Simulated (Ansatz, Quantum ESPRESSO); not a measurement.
# Conductance against width: vacuum gaps between two Na(100) faces, part 3 of 5

Aim: how the conductance falls as the barrier grows, for vacuum gaps between two Na(100) faces.

Quantum ESPRESSO 7.5; plane-wave DFT, LDA, GBRV ultrasoft pseudopotentials; cross-check by Ansatz 0.2.0 with PAW datasets.

So far. Step 2 (Self-consistent run, 5 Å): The run needed 12 iterations to bring the estimated error under 1e-07 Ry; the largest force on any atom, held or free, is 0.03 eV/Å.

## 4. The same in Ansatz, 5 Å

As a check, the same structure is run in Ansatz.

Level of this step: plane-wave DFT, LDA, Ansatz PAW (Ansatz 0.2.0).

input.yaml

```yaml
crystal:
  lattice:
    - [4.2, 0.0, 0.0]
    - [0.0, 4.2, 0.0]
    - [0.0, 0.0, 36.5]
  atoms:
    - { symbol: Na, position: [0.0, 0.0, 0.0] }
    - { symbol: Na, position: [0.5, 0.5, 0.0575342466] }
    - { symbol: Na, position: [0.0, 0.0, 0.1150684932] }
    - { symbol: Na, position: [0.5, 0.5, 0.1726027397] }
    - { symbol: Na, position: [0.0, 0.0, 0.2301369863] }
    - { symbol: Na, position: [0.5, 0.5, 0.2876712329] }
    - { symbol: Na, position: [0.0, 0.0, 0.3452054795] }
    - { symbol: Na, position: [0.5, 0.5, 0.402739726] }
    - { symbol: Na, position: [0.0, 0.0, 0.5397260274] }
    - { symbol: Na, position: [0.5, 0.5, 0.597260274] }
    - { symbol: Na, position: [0.0, 0.0, 0.6547945205] }
    - { symbol: Na, position: [0.5, 0.5, 0.7123287671] }
    - { symbol: Na, position: [0.0, 0.0, 0.7698630137] }
    - { symbol: Na, position: [0.5, 0.5, 0.8273972603] }
    - { symbol: Na, position: [0.0, 0.0, 0.8849315068] }
    - { symbol: Na, position: [0.5, 0.5, 0.9424657534] }
kpoints:
  mp_grid: { grid: [6, 6, 1] }
hamiltonian:
  xc: lda
scf:
  occupations: { method: fermi_dirac, width: 0.1 }
  convergence: { dr2_threshold: 1.0e-08 }
output:
  transmission: { leads: [[0, 2]], e_range: [-0.4, 0.4], de: 0.4, kmesh: [8, 8] }
  write_potential: true
  write_density: true
  volumetric_format: npy
```

The run is started by

```bash
> ansatz run input.yaml --threads 4 --pin off --max-ram 8192MiB --backend cpu --events-out ev --progress --plain --runs-dir out
```

Numbers of over 12 decimals in the logs are rounded to 6 here.

What it wrote:

```text
Engine: ansatz 0.2.0, aarch64-unknown-linux-gnu
Pseudopotentials: kind: paw
Pseudopotential: Na, paw, valence charge 9, recommended cutoff 420 eV (normal), Na.paw.azcp
Functional definition: SPW92
  exchange = slater_x
  correlation = pw_c
Crystal: 16 atoms, lattice volume = 643.860 Å³
Basis set: ecut = 420 eV, 12429 PW (Γ)
Bands: 88, of which v1, the nominal top of the filled ones, is band 72 counted from 1 (71 counted from 0)
Symmetry: 16 space group operations
Space group: P4/nmm (ITA 129), of the structure as read, at distance tolerance 8.6e-5 Å
k-points: 10 of 36
Non-local potential: Na, projectors of the file, l = 0: 3, l = 1: 2, l = 2: 1
PAW form: soft (Blöchl's): semilocal exchange-correlation on the pseudo side does not see the compensation charge
PAW frozen core: Na, regenerated for the run's functional, and the local potential with it (the file was generated under x = pbe(κ = 0.804, μ = 0.219515), c = pbe(β = 0.066725))
PAW one-centre angular grid: Na, 110 points (default); XC on 64 Gauss nodes
Initial density: superposition of atomic densities (neutral atoms: chi_scale 0, normalization atom), corrected by the library's trained network
Initial wavefunctions: pseudopotential atomic-orbital guess
Functional: x = slater, c = lda
SCF iter   1: F=—  HF=-23465.353707 eV  |F-HF|=—  |Δ(HF+E_count)|=         —  Δρ=5.40e-3  dr2=3.83e0  ethr=1.77e-3  ⟨swp⟩=8.6  Hψ=3357  notcnv=0  defer=9
preconditioner: auto → LDOS  [metal: Δε(μ)=0.057 eV  Ē_g=3.090 eV  σ=0.100 eV  W_gap=0.14  n_scr=104 (ndim 8)  ℏωp=5.9 eV  f_vac=0.071  D(μ)=8.31/eV (n_scr^D=28)  β→1.0]
SCF iter   2: F=—  HF=-23465.268692 eV  |F-HF|=—  |Δ(HF+E_count)|=   8.50e-2  Δρ=4.06e-3  dr2=6.44e-2  ethr=1.77e-3  ⟨swp⟩=3.2  Hψ=1390  notcnv=0  defer=9
SCF iter   3: F=—  HF=-23465.241698 eV  |F-HF|=—  |Δ(HF+E_count)|=   2.70e-2  Δρ=2.13e-3  dr2=1.36e-2  ethr=4.47e-5  ⟨swp⟩=2.0  Hψ=1690  notcnv=0  defer=9
SCF iter   4: F=—  HF=-23465.231648 eV  |F-HF|=—  |Δ(HF+E_count)|=   1.00e-2  Δρ=8.04e-5  dr2=2.91e-4  ethr=9.45e-6  ⟨swp⟩=2.0  Hψ=1516  notcnv=0  defer=9
SCF iter   5: F=—  HF=-23465.231649 eV  |F-HF|=—  |Δ(HF+E_count)|=   1.40e-6  Δρ=1.57e-5  dr2=1.33e-5  ethr=2.02e-7  ⟨swp⟩=2.0  Hψ=957  notcnv=0  defer=9
SCF iter   6: F=—  HF=-23465.231645 eV  |F-HF|=—  |Δ(HF+E_count)|=   4.44e-6  Δρ=6.44e-6  dr2=1.47e-6  ethr=9.20e-9  ⟨swp⟩=2.0  Hψ=944  notcnv=0  defer=9
SCF iter   7: F=—  HF=-23465.231740 eV  |F-HF|=—  |Δ(HF+E_count)|=   9.52e-5  Δρ=5.40e-6  dr2=1.33e-7  ethr=1.02e-9  ⟨swp⟩=2.0  Hψ=1499  notcnv=0  defer=8
SCF iter   8: F=-23465.231740 eV  HF=-23465.231740 eV  |F-HF|=5.57e-10  |Δ(HF+E_count)|=   6.24e-8  Δρ=7.67e-7  dr2=6.83e-9  ethr=6.94e-12  ⟨swp⟩=7.3  Hψ=3800  notcnv=0
SCF 1 converged in 8 iterations: F = -23465.231740 eV  dr2 = 6.83e-9
  greatest PAW one-centre occupation: 0.999 electrons in one spin orbital (limit 2), on the Na atom at site 12 (counted from 0), in its partial waves of l = 0
transmission: 76 of 735 steps passed
transmission: 147 of 735 steps passed
[...]
transmission: 735 of 735 steps passed
SCF converged after 8 iterations
Free energy (F): -23465.231740 eV
Harris-Foulkes:  -23465.231740 eV  (|F-HF|=5.57e-10)
Internal energy: -23464.950509 eV  (E = F + TS)
E sigma→0 (E₀):  -23465.091125 eV
Entropy (-TS):   -0.281231 eV (-17.577 meV/atom)
Fermi energy:    1.233682 eV
--- Per-component energies (eV) ---
  E_band       = -3923.810964
  E_kinetic    = 1919.176387
  E_local      = -27362.992079  (includes V_loc(G=0)·N_el)
  E_nonlocal   = 1865.344448
  E_hartree    = 10538.351430
  E_xc         = -595.452645
  E_vxc        = -774.768718  (∫ρ·V_xc dr)
  E_paw        = -3914.914276  (= ΣΔE_a)
  E_vpaw       = -647.273281  (= ΣTr[D̂ρ^β])
  E_aug_tail   = -0.000245  (compensation charges beyond the density's cutoff)
  E_ewald      = -5916.717771
  E_core_change = 2.254241  (= ΣΔE_core)
  E_smearing   = -0.281231  (= −TS)
  E_closure    = -0.000000  (closes the sum)
  Σ components = -23465.231740   (vs F -23465.231740, Δ=0.00e0)
--- Band table (eV; the first three rows and the last of 10) ---
  k-point 0: bands = [... 68 lower, -1.2997, -0.9283, -0.6343, -0.0822, 0.2024, 0.9734, 1.1647, 2.2140, ... 12 higher]
  k-point 1: bands = [... 68 lower, -1.0587, -0.6888, -0.3959, 0.1541, 0.4373, 1.2052, 1.3946, 2.4360, ... 12 higher]
  k-point 2: bands = [... 68 lower, -0.3419, 0.0235, 0.3131, 0.8559, 1.1355, 1.7757, 1.8633, 1.8816, ... 12 higher]
  k-point 9: bands = [... 68 lower, 2.2616, 2.2616, 2.4574, 2.4574, 2.4640, 2.4640, 2.5483, 2.5483, ... 12 higher]
--- Transmission ---
  basis      : 149 plane waves across, 49 finite elements along
  points     : 15, standing for a mesh of 8 x 8
  energies   : 3 from -0.400000 to 0.400000 eV about the Fermi level, 0.400000 eV apart; the leads are filled to 0.000000 eV, and channels, transmission and decay are at 0.000000 eV
  crystal 0  : Na2, at the sites [0, 2], period 4.2000 Å, over 33.60 Å; its Hamiltonian steps by up to 20.5 meV
    offset         : up to 0.0000 Å between an atom of the period and one for which it stands
    channels       : 1.078125e0 a spin
    conductance    : none, the energies end too early or step too widely for 300 K: set another output.transmission.e_range or a lower de, or, where they end at an eighth of basis.ecutwfc, a higher one
    slowest decay  : 0.1335 /Å at (0.5000, 0.3750)
  junction   : crystal 0 to crystal 0, -0.35 to 31.95 Å
    transmission   : 3.194745e-1 a spin
    conductance    : none, the energies end too early or step too widely for 300 K: set another output.transmission.e_range or a lower de, or, where they end at an eighth of basis.ecutwfc, a higher one
```

It took 38 s on 4 threads of Arm Neoverse V2, shared host; peak memory 1.4 GiB.

Read from the output:

```
free energy                                  : -23465.2317 eV
energy at zero smearing                      : -23465.0911 eV
smearing term TS                             : 0.2812 eV
Fermi energy                                 : 1.234 eV
symmetry operations                          : 16
transmission at the Fermi level, one spin    : 0.3195
step of the lead's Hamiltonian over a period : 20.5 meV
```

Per spin; mean over the k mesh across the current. Table of transmission, zone mean by energy, zero at the Fermi level:

```csv
energy (eV),"transmission, zone mean"
-0.400,0.213
0.000,0.319
0.400,0.444
```

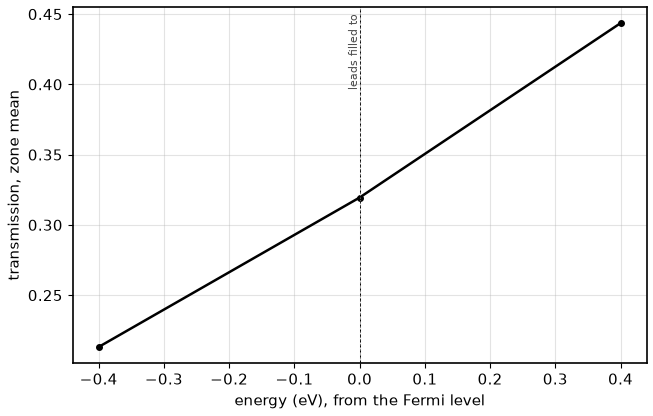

Transmission, zone mean, plotted against energy.

Per spin; mean over the k mesh across the current. Open channels, zone mean against energy, zero at the Fermi level:

```
energy (eV)  open channels, zone mean
     -0.400                      1.08
      0.000                      1.08
      0.400                      1.39
```

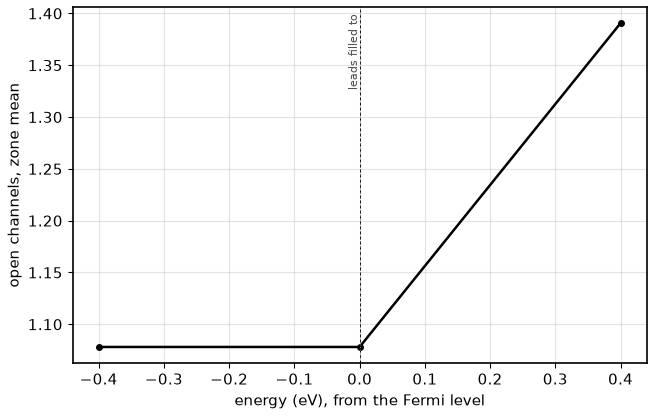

Open channels, zone mean against energy.

Ansatz finds T = 0.319 against pwcond's 0.322.

## 5. Ground state, 6 Å

Level of this step: plane-wave DFT, LDA, GBRV ultrasoft pseudopotentials (Quantum ESPRESSO 7.5).

j1.scf.in

```
&control
  prefix = 'j1.scf'
  outdir = './out'
  pseudo_dir = './pseudo'
  calculation = 'scf'
  tprnfor = .true.
/
&system
  ibrav = 0
  nat = 16
  ntyp = 1
  ecutwfc = 40
  ecutrho = 200
  occupations = 'smearing'
  smearing = 'mv'
  degauss = 0.01
/
&electrons
  conv_thr = 1e-07
  mixing_beta = 0.25
  electron_maxstep = 120
  mixing_mode = 'local-TF'
/
ATOMIC_SPECIES
  Na  22.9898  na_lda_v1.5.uspp.F.UPF
CELL_PARAMETERS angstrom
  4.20000000000000 0.00000000000000 0.00000000000000
  0.00000000000000 4.20000000000000 0.00000000000000
  0.00000000000000 0.00000000000000 37.50000000000000
ATOMIC_POSITIONS crystal
  Na  0.000000000000 0.000000000000 0.000000000000
  Na  0.500000000000 0.500000000000 0.056000000000
  Na  0.000000000000 0.000000000000 0.112000000000
  Na  0.500000000000 0.500000000000 0.168000000000
  Na  0.000000000000 0.000000000000 0.224000000000
  Na  0.500000000000 0.500000000000 0.280000000000
  Na  0.000000000000 0.000000000000 0.336000000000
  Na  0.500000000000 0.500000000000 0.392000000000
  Na  0.000000000000 0.000000000000 0.552000000000
  Na  0.500000000000 0.500000000000 0.608000000000
  Na  0.000000000000 0.000000000000 0.664000000000
  Na  0.500000000000 0.500000000000 0.720000000000
  Na  0.000000000000 0.000000000000 0.776000000000
  Na  0.500000000000 0.500000000000 0.832000000000
  Na  0.000000000000 0.000000000000 0.888000000000
  Na  0.500000000000 0.500000000000 0.944000000000
K_POINTS automatic
  6 6 1 0 0 0
```

The run is started by

```bash
> OMP_NUM_THREADS=1 mpirun -n 4 pw.x -nk 2 -in j1.scf.in > j1.scf.out
```

What it wrote:

```text
[banner, memory and clock lines left out]
Program PWSCF v.7.5 starts
[...]
Message from routine setup:
[...]
number of electrons       =       144.00
     number of Kohn-Sham states=           86
     kinetic-energy cutoff     =      40.0000  Ry
     charge density cutoff     =     200.0000  Ry
[...]
number of k points=    10  Marzari-Vanderbilt smearing, width (Ry)=  0.0100
[...]
Dense  grid:   213155 G-vectors     FFT dimensions: (  36,  36, 320)
[...]
Starting wfcs are   80 randomized atomic wfcs +    6 random wfcs
[...]
estimated scf accuracy    <       0.58581597 Ry
[...]
estimated scf accuracy    <       0.44253441 Ry
[...]
estimated scf accuracy    <       0.02141505 Ry
[...]
estimated scf accuracy    <       0.02929675 Ry
[...]
estimated scf accuracy    <       0.00228034 Ry
[...]
estimated scf accuracy    <       0.00177260 Ry
[...]
estimated scf accuracy    <       0.00002119 Ry
[...]
estimated scf accuracy    <       0.00003489 Ry
[...]
estimated scf accuracy    <       0.00000285 Ry
[...]
estimated scf accuracy    <       0.00000977 Ry
[...]
estimated scf accuracy    <       0.00000030 Ry
[...]
the Fermi energy is     0.9920 ev
!    total energy              =   -1522.03531639 Ry
     estimated scf accuracy    <       0.00000009 Ry
     smearing contrib. (-TS)   =      -0.00017238 Ry
     internal energy E=F+TS    =   -1522.03514401 Ry
[...]
one-electron contribution =   -1963.84577010 Ry
     hartree contribution      =     982.76380141 Ry
     xc contribution           =    -222.33310272 Ry
     ewald contribution        =    -318.62007260 Ry
     convergence has been achieved in  12 iterations
[...]
Total force =     0.003910     Total SCF correction =     0.001221
[...]
```

Run time: 91 s. Hardware: 4 MPI ranks; peak memory 1.1 GiB; 6.1 min of CPU time.

This step gave:

```
free energy  : -20708.3454 eV
Fermi energy : 0.992 eV
```

## 6. Transmission with pwcond.x, 6 Å

j1.cond.in

```
&inputcond
  outdir = './out'
  prefixt = 'j1.scf'
  tran_file = 'j1.cond.dat'
  bdl = 1.0000000000
  bds = 8.9285714286
  ikind = 1
  ewind = 4.0
  epsproj = 1e-05
  nz1 = 7
  energy0 = 0.4
  denergy = -0.4
/
15
  0.00000000 0.00000000 0.01562500
  0.00000000 0.12500000 0.06250000
  0.00000000 0.25000000 0.06250000
  0.00000000 0.37500000 0.06250000
  0.00000000 0.50000000 0.03125000
  0.12500000 0.12500000 0.06250000
  0.12500000 0.25000000 0.12500000
  0.12500000 0.37500000 0.12500000
  0.12500000 0.50000000 0.06250000
  0.25000000 0.25000000 0.06250000
  0.25000000 0.37500000 0.12500000
  0.25000000 0.50000000 0.06250000
  0.37500000 0.37500000 0.06250000
  0.37500000 0.50000000 0.06250000
  0.50000000 0.50000000 0.01562500
3
```

The run is started by

```bash
> OMP_NUM_THREADS=1 mpirun -n 4 pwcond.x -in j1.cond.in > j1.cond.out
```

What it wrote:

```text
[banner, memory and clock lines left out]
Program PWCOND v.7.5 starts
[citation notice left out]

[...]
./out/j1.scf.save/

     IMPORTANT: XC functional enforced from input :
     Exchange-correlation= PZ
                           (   1   1   0   0   0   0   0)
     Any further DFT definition will be discarded
     Please, verify this is what you really want

     Reading collected, re-writing distributed wavefunctions

===== INPUT FILE containing all the regions =====

     GEOMETRY:

     lattice parameter (alat)  =       7.9368  a.u.
[...]
Nchannels of the left tip =            0
 Right moving states:
   k1(2pi/a)   k2(2pi/a)   E-Ef (eV)
 Left moving states:
   k1(2pi/a)   k2(2pi/a)   E-Ef (eV)

 to transmit
          E-Ef(ev), T =    0.0000000   0.0000000
---  E-Ef =   -0.4000000  k =    0.5000000   0.5000000
---  ie =          3  ik =         15
 Nchannels of the left tip =            0
 Right moving states:
   k1(2pi/a)   k2(2pi/a)   E-Ef (eV)
 Left moving states:
   k1(2pi/a)   k2(2pi/a)   E-Ef (eV)

 to transmit
          E-Ef(ev), T =   -0.4000000   0.0000000
   T_tot     0.40000      0.43173E+00
   T_tot     0.00000      0.25926E+00
   T_tot    -0.40000      0.13747E+00

[...]
```

Run time: 1.9 min. Hardware: 4 MPI ranks; peak memory 0.33 GiB; 7.4 min of CPU time.

This step gave:

| Item | Value |
| --- | --- |
| transmission at the Fermi level, one spin | 0.1296 |
| conductance | 0.1296 G₀ |

Per spin; mean over the k mesh across the current. Transmission, zone mean against energy, zero at the Fermi level:

| energy (eV) | transmission, zone mean |
| --- | --- |
| -0.400 | 0.0687 |
| 0.000 | 0.130 |
| 0.400 | 0.216 |

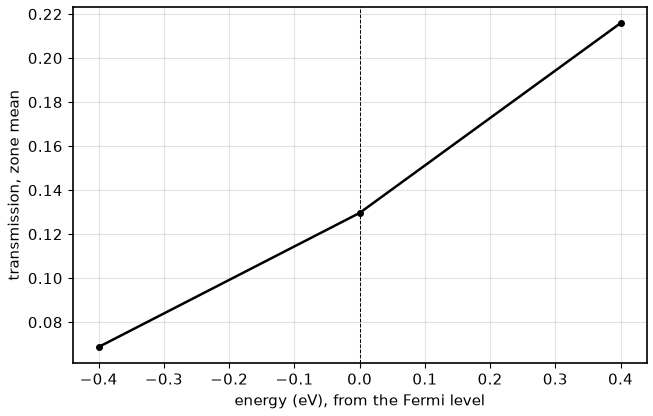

Transmission, zone mean, plotted against energy.

T goes from 0.322 to 0.130, a factor of 2.5.

## 7. Cross-check with Ansatz, 6 Å

Level of this step: plane-wave DFT, LDA, Ansatz PAW (Ansatz 0.2.0).

input.yaml

```yaml
crystal:
  lattice:
    - [4.2, 0.0, 0.0]
    - [0.0, 4.2, 0.0]
    - [0.0, 0.0, 37.5]
  atoms:
    - { symbol: Na, position: [0.0, 0.0, 0.0] }
    - { symbol: Na, position: [0.5, 0.5, 0.056] }
    - { symbol: Na, position: [0.0, 0.0, 0.112] }
    - { symbol: Na, position: [0.5, 0.5, 0.168] }
    - { symbol: Na, position: [0.0, 0.0, 0.224] }
    - { symbol: Na, position: [0.5, 0.5, 0.28] }
    - { symbol: Na, position: [0.0, 0.0, 0.336] }
    - { symbol: Na, position: [0.5, 0.5, 0.392] }
    - { symbol: Na, position: [0.0, 0.0, 0.552] }
    - { symbol: Na, position: [0.5, 0.5, 0.608] }
    - { symbol: Na, position: [0.0, 0.0, 0.664] }
    - { symbol: Na, position: [0.5, 0.5, 0.72] }
    - { symbol: Na, position: [0.0, 0.0, 0.776] }
    - { symbol: Na, position: [0.5, 0.5, 0.832] }
    - { symbol: Na, position: [0.0, 0.0, 0.888] }
    - { symbol: Na, position: [0.5, 0.5, 0.944] }
kpoints:
  mp_grid: { grid: [6, 6, 1] }
hamiltonian:
  xc: lda
scf:
  occupations: { method: fermi_dirac, width: 0.1 }
  convergence: { dr2_threshold: 1.0e-08 }
output:
  transmission: { leads: [[0, 2]], e_range: [-0.4, 0.4], de: 0.4, kmesh: [8, 8] }
  write_potential: true
  write_density: true
  volumetric_format: npy
  elf: true
```

The run is started by

```bash
> ansatz run input.yaml --threads 4 --pin off --max-ram 8192MiB --backend cpu --events-out ev --progress --plain --runs-dir out
```

What it wrote:

```text
[...]
Crystal: 16 atoms, lattice volume = 661.500 Å³
Basis set: ecut = 420 eV, 12785 PW (Γ)
Bands: 88, of which v1, the nominal top of the filled ones, is band 72 counted from 1 (71 counted from 0)
Symmetry: 16 space group operations
[...]
k-points: 10 of 36
[...]
k-point 9: bands = [... 68 lower, 2.1664, 2.1664, 2.3602, 2.3602, 2.3603, 2.3603, 2.4490, 2.4490, ... 12 higher]
--- Transmission ---
  basis      : 149 plane waves across, 51 finite elements along
  points     : 15, standing for a mesh of 8 x 8
[...]
channels       : 1.078125e0 a spin
[...]
slowest decay  : 0.1341 /Å at (0.5000, 0.3750)
  junction   : crystal 0 to crystal 0, -0.35 to 32.95 Å
    transmission   : 1.270938e-1 a spin
[...]
[key lines of the parts left out:]
SCF converged after 8 iterations
Free energy (F): -23465.179128 eV
Fermi energy:    1.135621 eV
```

The job ended after 39 s (4 threads; peak memory 1.5 GiB; 2.4 min of CPU time).

Numbers from this step:

```
free energy                                  : -23465.1791 eV
energy at zero smearing                      : -23465.0424 eV
smearing term TS                             : 0.2735 eV
Fermi energy                                 : 1.136 eV
transmission at the Fermi level, one spin    : 0.1271
step of the lead's Hamiltonian over a period : 21.3 meV
```

Per spin; mean over the k mesh across the current. Table of transmission, zone mean by energy, zero at the Fermi level:

| energy (eV) | transmission, zone mean |
| --- | --- |
| -0.400 | 0.0694 |
| 0.000 | 0.127 |
| 0.400 | 0.212 |

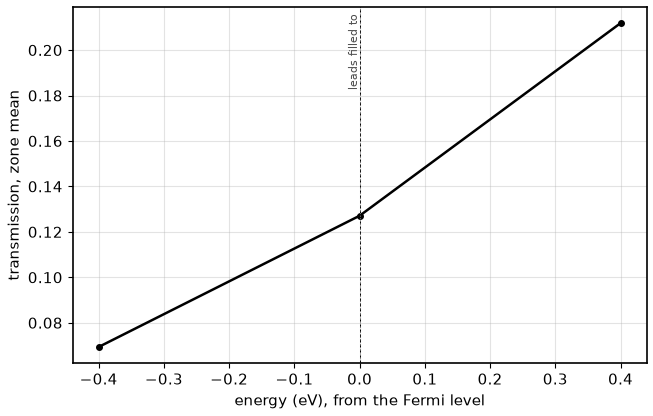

Transmission, zone mean, plotted against energy.

Ansatz finds T = 0.127 against pwcond's 0.130.

## 8. Self-consistent run, 7 Å

Level of this step: plane-wave DFT, LDA, GBRV ultrasoft pseudopotentials (Quantum ESPRESSO 7.5).

j2.scf.in

```
&control
  prefix = 'j2.scf'
  outdir = './out'
  pseudo_dir = './pseudo'
  calculation = 'scf'
  tprnfor = .true.
/
&system
  ibrav = 0
  nat = 16
  ntyp = 1
  ecutwfc = 40
  ecutrho = 200
  occupations = 'smearing'
  smearing = 'mv'
  degauss = 0.01
/
&electrons
  conv_thr = 1e-07
  mixing_beta = 0.25
  electron_maxstep = 120
  mixing_mode = 'local-TF'
/
ATOMIC_SPECIES
  Na  22.9898  na_lda_v1.5.uspp.F.UPF
CELL_PARAMETERS angstrom
  4.20000000000000 0.00000000000000 0.00000000000000
  0.00000000000000 4.20000000000000 0.00000000000000
  0.00000000000000 0.00000000000000 38.50000000000000
ATOMIC_POSITIONS crystal
  Na  0.000000000000 0.000000000000 0.000000000000
  Na  0.500000000000 0.500000000000 0.054545454545
  Na  0.000000000000 0.000000000000 0.109090909091
  Na  0.500000000000 0.500000000000 0.163636363636
  Na  0.000000000000 0.000000000000 0.218181818182
  Na  0.500000000000 0.500000000000 0.272727272727
  Na  0.000000000000 0.000000000000 0.327272727273
  Na  0.500000000000 0.500000000000 0.381818181818
  Na  0.000000000000 0.000000000000 0.563636363636
  Na  0.500000000000 0.500000000000 0.618181818182
  Na  0.000000000000 0.000000000000 0.672727272727
  Na  0.500000000000 0.500000000000 0.727272727273
  Na  0.000000000000 0.000000000000 0.781818181818
  Na  0.500000000000 0.500000000000 0.836363636364
  Na  0.000000000000 0.000000000000 0.890909090909
  Na  0.500000000000 0.500000000000 0.945454545455
K_POINTS automatic
  6 6 1 0 0 0
```

The run is started by

```bash
> OMP_NUM_THREADS=1 mpirun -n 4 pw.x -nk 2 -in j2.scf.in > j2.scf.out
```

What it wrote:

```text
[banner, memory and clock lines left out]
Program PWSCF v.7.5 starts
[...]
Message from routine setup:
[...]
number of electrons       =       144.00
     number of Kohn-Sham states=           86
     kinetic-energy cutoff     =      40.0000  Ry
     charge density cutoff     =     200.0000  Ry
[...]
number of k points=    10  Marzari-Vanderbilt smearing, width (Ry)=  0.0100
[...]
Dense  grid:   218779 G-vectors     FFT dimensions: (  36,  36, 360)
[...]
Starting wfcs are   80 randomized atomic wfcs +    6 random wfcs
[...]
estimated scf accuracy    <       0.59685613 Ry
[...]
estimated scf accuracy    <       0.45670560 Ry
[...]
estimated scf accuracy    <       0.01825067 Ry
[...]
estimated scf accuracy    <       0.03210141 Ry
[...]
estimated scf accuracy    <       0.00242130 Ry
[...]
estimated scf accuracy    <       0.00313709 Ry
[...]
estimated scf accuracy    <       0.00007001 Ry
[...]
estimated scf accuracy    <       0.00018882 Ry
[...]
estimated scf accuracy    <       0.00000776 Ry
[...]
estimated scf accuracy    <       0.00005783 Ry
[...]
estimated scf accuracy    <       0.00000050 Ry
[...]
estimated scf accuracy    <       0.00000010 Ry
[...]
estimated scf accuracy    <       0.00000010 Ry
[...]
the Fermi energy is     0.9030 ev
!    total energy              =   -1522.03438445 Ry
     estimated scf accuracy    <          4.8E-09 Ry
     smearing contrib. (-TS)   =       0.00001165 Ry
     internal energy E=F+TS    =   -1522.03439610 Ry
[...]
one-electron contribution =   -2250.93229181 Ry
     hartree contribution      =    1125.82295423 Ry
     xc contribution           =    -222.33358850 Ry
     ewald contribution        =    -174.59147002 Ry
     convergence has been achieved in  14 iterations
[...]
Total force =     0.005205     Total SCF correction =     0.000176
[...]
```

Wall time 1.8 min (4 MPI ranks); peak memory 1.1 GiB.

Numbers from this step:

| Item | Value |
| --- | --- |
| free energy | -20708.3328 eV |
| Fermi energy | 0.903 eV |

(Continued in part 4 of 5.)

[Logs are printed without paths, hosts, clocks, repeated set-up lines and the standing remarks that a program may print on its own settings, such as how far it seeks lower states.]

[Hosts, paths, dates, database ids (printed as entryN), source tags and the programs' standing remarks are cut or masked in the printed files.]

[Maps of the electrostatic potential energy from Ansatz leave out the sawtooth potential of an applied field or a dipole correction, so their vacuum need not be flat; planar profiles and work functions include it.]
